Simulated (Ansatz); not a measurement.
```xyz
14

C    -1.4344    0.2754    0.8003
C    -0.0259   -0.0318    0.3230
C     0.4428   -1.3925    0.8072
O     0.0038   -0.0048   -1.0834
In    1.1144    1.2565   -2.1423
H    -1.7481    1.2652    0.4602
H    -2.1325   -0.4604    0.3928
H    -1.4980    0.2501    1.8915
H     0.6510    0.7319    0.7458
H     1.4634   -1.5894    0.4707
H    -0.2050   -2.1738    0.4012
H     0.4219   -1.4541    1.8986
H     2.0330    2.3073   -1.1486
H     0.9136    1.0205   -3.8170
```

Geometry: PBE0-D4/def2-TZVP; core potentials replace the inner electrons of In.

All numbers below come from RKS PBE0-D4/def2-TZVPP in Ansatz 0.2.0.

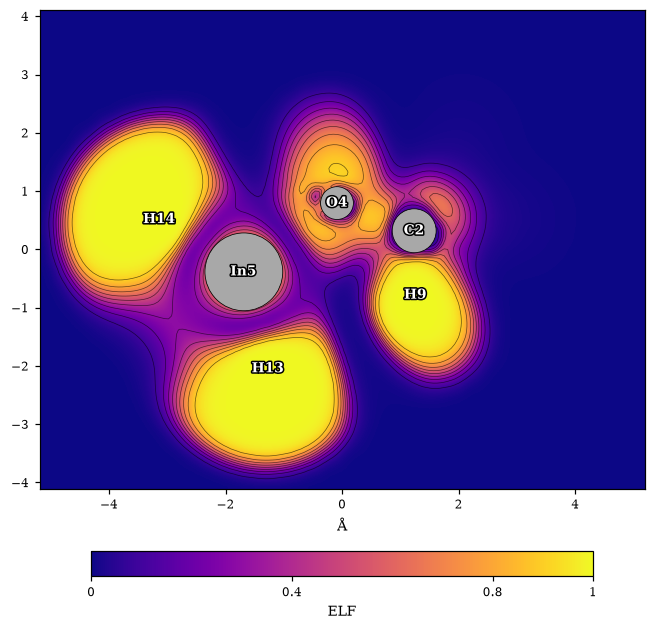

C₃H₉InO (SMILES CC(C)[O][InH2]). Electron localisation function on the plane of atoms O4, C2 and H9. Grey discs cover the atomic cores.

Question: Interpret the plot.

Answer:
- Atoms in the plane: C, O, In and H.
- C–O (1.41 Å): the ELF peaks at about 0.90 between the atoms: a polar covalent bond.
- In–O (1.99 Å): the ELF peaks at about 0.85 in the valence shell of O, 0.5 Å from its nucleus, and drops to about 0.15 between the two atoms.
- C–H (1.10 Å): the ELF climbs to about 1 towards the hydrogen, as it does in any bond to H (a covalent bond by its length).
- In–H (1.70 Å): the ELF climbs to about 1 towards the hydrogen.
- The ELF also peaks beside O4, away from the bonds: lone-pair regions.
